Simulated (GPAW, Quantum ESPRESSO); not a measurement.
The Be K edge of atom 1 in Be (Im-3m), with 8 Be at 2.17 Å and 6 Be at 2.51 Å (cube and octahedron, as in bcc, site symmetry m-3m), was computed in 2 ways: excited-electron core hole (neutral cell) and no core hole. Program and functional: Quantum ESPRESSO XSpectra, LDA, Lorentzian half width 0.3 eV up to 4 eV, rising linearly to 2.5 eV at 25 eV; cells of 1 and 27 atoms (the run without a hole in the smaller).

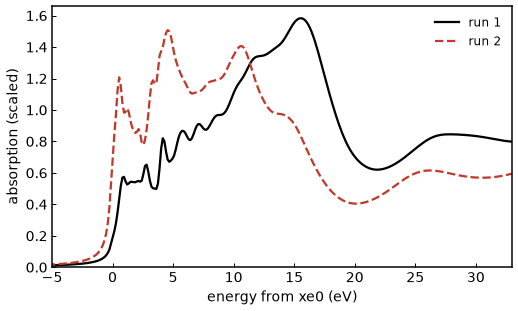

Each run is counted from its own lowest empty level or Fermi level and scaled to a mean of 1 over its first 20 eV.

This is not the structure that Be takes at ambient pressure and room temperature (hexagonal, No. 194); it is a model or a phase of other conditions.

Question: Which run is which?

Run 1: no core hole (area from −2 to 6 eV 3.7, main maxima 0.9 eV (0.57), 4.2 eV (0.82), 5.8 eV (0.87), 7.1 eV (0.91) and 15.5 eV (1.58)). Run 2: excited-electron core hole (neutral cell) (area from −2 to 6 eV 7.1, main maxima 0.5 eV (1.21), 3.3 eV (1.19), 4.6 eV (1.51) and 10.6 eV (1.41)). With each curve scaled to its own mean, the area from −2 to 6 eV with the hole is 7.1 against 3.7, and the centre of weight from −1 to 20 eV moves by -2.6 eV: the hole pulls the absorber's empty states down.

[Hosts, paths, dates, database ids (printed as entryN), source tags and the programs' standing remarks are cut or masked in the printed files.]

[Lists of maxima count a maximum above −3 eV only where it reaches 4 % of the highest in the window and stands out from its surroundings by 2 % of it (1.5 % where it reaches 55 %); shoulders and weaker maxima are passed over, and of the rest the first, up to two pre-edge ones and the few strongest are named.]
